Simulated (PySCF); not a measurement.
# AlSn (charge +1, triplet): what the fields show

| atom | x (Å) | y (Å) | z (Å) |
| --- | --- | --- | --- |
| Al | 0.0000 | 0.0000 | -2.4546 |
| Sn | 0.0000 | 0.0000 | 0.5524 |

Theory: PBE0/x2c-SVPall, spin-free X2C-1e, Gaussian nucleus, at a bond length of 3.007 Å in PySCF.

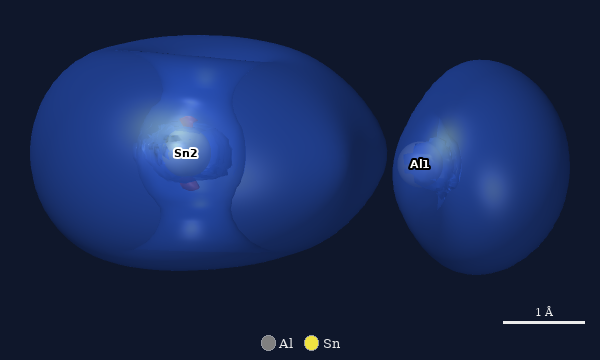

Figure 1. Isosurfaces of the spin density (α minus β) at +0.015 (blue) and −0.015 e/Å³ (red), seen from one side.

Describe the spin distribution.

Answer. The unpaired spin (2 electrons) lies mostly on Sn2 (about 1.4) and Al1 (about 0.6), in electrons by Hirshfeld's partition.

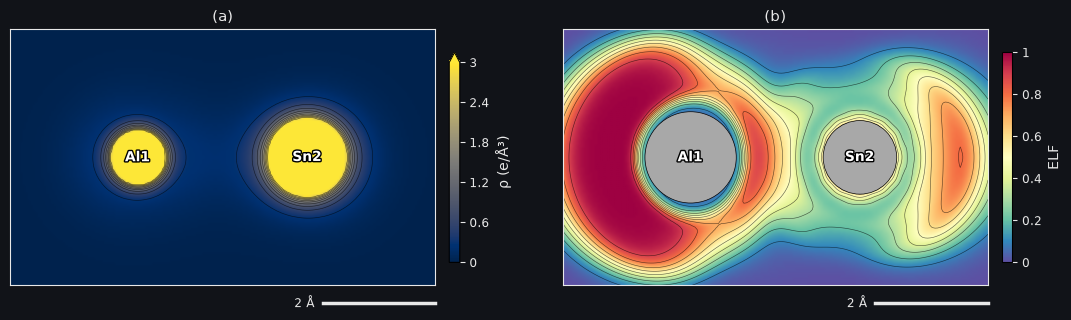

Figure 2. (a) total electron density; (b) electron localisation function on a plane that holds the molecular axis. Grey discs cover the atomic cores in the ELF map.

Describe what can be read from this map.

Answer. Atoms in the plane: Al and Sn.
Al–Sn (3.01 Å): ρ is about 0.23 e/Å³ halfway; the ELF peaks at about 0.90 between the atoms.
